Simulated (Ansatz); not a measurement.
# C3H5BO: molecular dynamics

Purpose: to follow the molecule's vibrations and see whether its bonds hold. The start is relaxed first. Runs: 600 steps of 1 fs under a Nosé-Hoover thermostat at 1000 K. SMILES of the start: C=C1CBO1.

All numbers below are computed with Ansatz 0.2.0 (RKS B3LYP/STO-3G).

## Step 1: Starting point

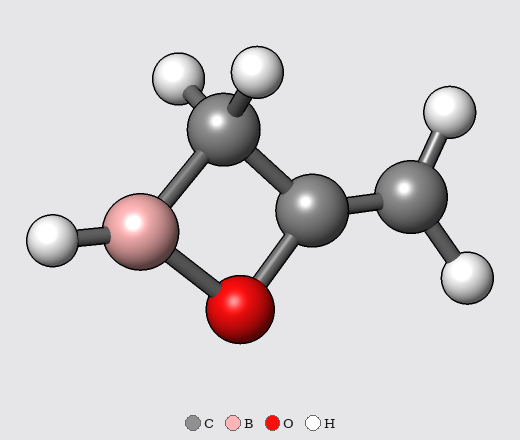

The starting structure, seen from a chosen angle (carbon grey, boron pink, oxygen red, hydrogen white).

Coordinates:

```xyz
10

C    -1.6114    0.6747   -0.0611
C    -0.4062    0.3197   -0.2140
C     0.4490   -0.6024    0.4791
B     1.6997   -0.3025   -0.4486
O     0.6595    0.6171   -1.1401
H    -2.0789    1.4580   -0.7614
H    -2.2427    0.3249    0.7317
H     0.1687   -1.6373    0.4108
H     0.6954   -0.2531    1.5731
H     2.7500   -0.6502   -0.5666
```

## Step 2: Preparing the start

input.yaml

```yaml
crystal:
  periodic: [false, false, false]
  atoms:
    - { symbol: C, position_ang: [-1.6114, 0.6747, -0.0611] }
    - { symbol: C, position_ang: [-0.4062, 0.3197, -0.214] }
    - { symbol: C, position_ang: [0.449, -0.6024, 0.4791] }
    - { symbol: B, position_ang: [1.6997, -0.3025, -0.4486] }
    - { symbol: O, position_ang: [0.6595, 0.6171, -1.1401] }
    - { symbol: H, position_ang: [-2.0789, 1.458, -0.7614] }
    - { symbol: H, position_ang: [-2.2427, 0.3249, 0.7317] }
    - { symbol: H, position_ang: [0.1687, -1.6373, 0.4108] }
    - { symbol: H, position_ang: [0.6954, -0.2531, 1.5731] }
    - { symbol: H, position_ang: [2.75, -0.6502, -0.5666] }
basis:
  gaussian: { orbitals: STO-3G }
hamiltonian:
  xc: b3lyp
relax:
  f_tol: 0.02
  max_steps: 40
```

On the command line:

```
$ ansatz run input.yaml --threads 1 --pin off --max-ram 2048MiB --backend cpu --events-out ev --progress --plain --runs-dir out
```

Further steps of the session: Dynamics.

Before running it: what results should come out? Wanted: relaxation of the start; temperature, first and last step; temperature, second half; potential energy, second half; largest change of the conserved energy; bonds formed or broken.

As calculated:

| quantity | value |
| --- | --- |
| relaxation of the start | 8 moves, 1.868 eV lower |
| length | 600 steps of 1 fs |
| temperature, first and last step | 1000 and 884 K |
| temperature, second half | mean 746 K, from 358 to 1110 K |
| potential energy, second half | +79 meV/atom from the start |
| largest change of the conserved energy | 3.65 meV/atom |
| bonds formed or broken | 0 |

**Reading.** Against a set 1000 K the second half averages 746 K with a spread of 153 K; 79 meV/atom has gone into potential energy, and a thermostat that acts over some 300 fs has not made it up in 600 fs. The conserved energy strays from its start by at most 3.65 meV/atom, 5.5 % of the mean kinetic energy, which is poor: the step of 1 fs is too long for the fastest motion. The bonding pattern survives the run. A run of 600 fs with 10 atoms shows the motion but fixes no equilibrium value. The nuclei move classically, without zero-point motion, which matters most for hydrogen. In so small a basis the energies are only a sketch.
